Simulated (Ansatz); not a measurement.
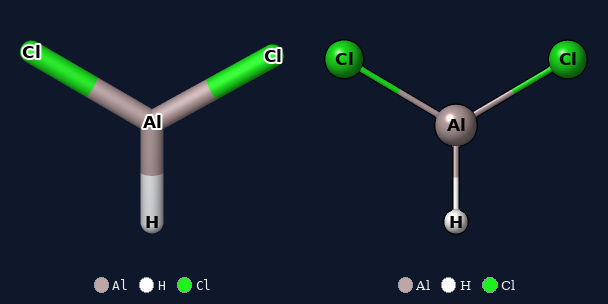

Both panels show the same species.

Describe the molecule.

The molecule is AlCl2H. This geometry has C2v symmetry. All atoms lie on one plane. Coordination: 1 Al trigonal planar.

More results for the same structure follow; atom numbers are the same in all pictures, views and colours differ. The geometry was computed by an optimisation with PBE0-D4/def2-TZVP.

### Dipole moment

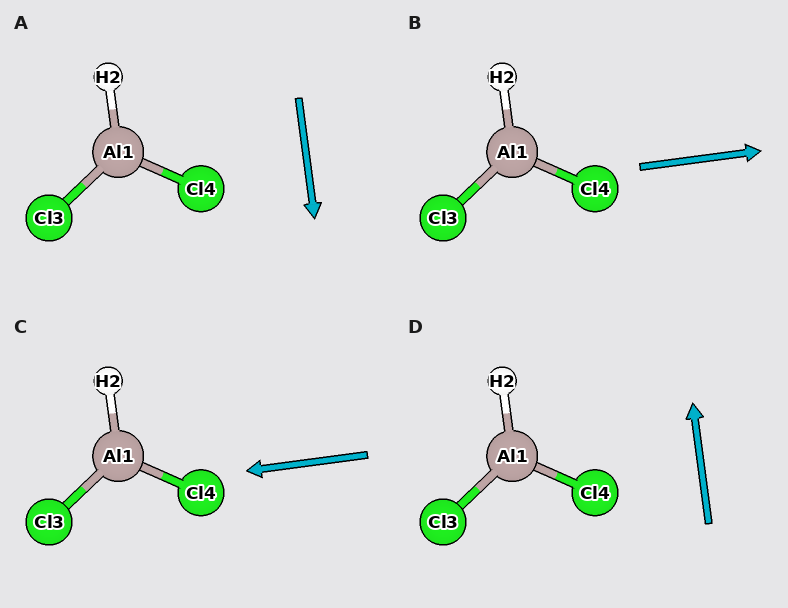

The same molecule four times, each with an arrow. Level of theory: RKS PBE0-D4/def2-TZVP (Ansatz 0.2.0).

Question: Which arrow points along the dipole moment, from the negative to the positive end?

Answer: D. The dipole moment is 1.02 D; it points from the side of Cl3, Cl4 to the side of H2 (the outermost atoms at the two ends).

### Charges

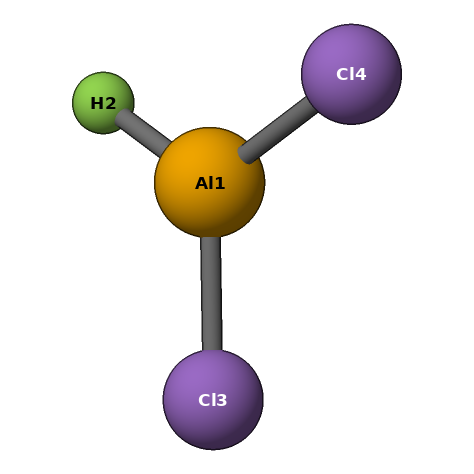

The questions are on Mulliken charges. Level of theory: RKS PBE0-D4/def2-TZVP (Ansatz 0.2.0).

List the Mulliken charges.

```tsv
atom	value (e)
Al1	0.53
H2	−0.07
Cl3	−0.23
Cl4	−0.23
```

### Thermal motion

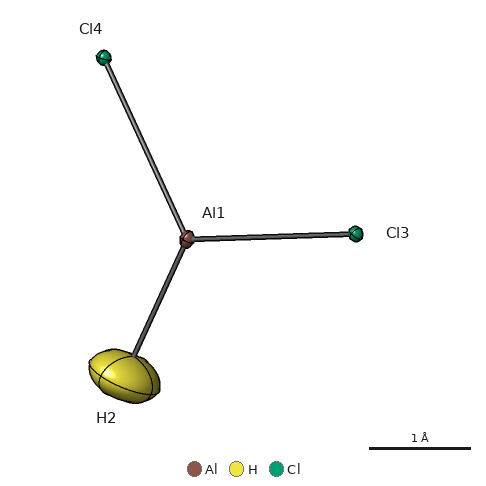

Displacement ellipsoids at the 50 % level, enlarged 1.5 times, from the internal vibrations of the free molecule (harmonic, no overall translation or rotation; no half-axis is drawn under 0.075 Å). Vibrations computed with RKS PBE0-D4/def2-TZVP (Ansatz 0.2.0). Temperature: 0 K (zero-point motion alone).

Give the displacement parameters, one line for each set of equivalent atoms.

| atom | U_eq (Å²) | rms amplitudes (Å) |
| --- | --- | --- |
| Al1 | 0.00085 | 0.016, 0.026, 0.040 |
| H2 | 0.0215 | 0.098, 0.159, 0.172 |
| Cl3, Cl4 | 0.00050 | 0.004, 0.016, 0.035 |

Mulliken values depend strongly on the basis set and can even reverse the polarity of a bond.
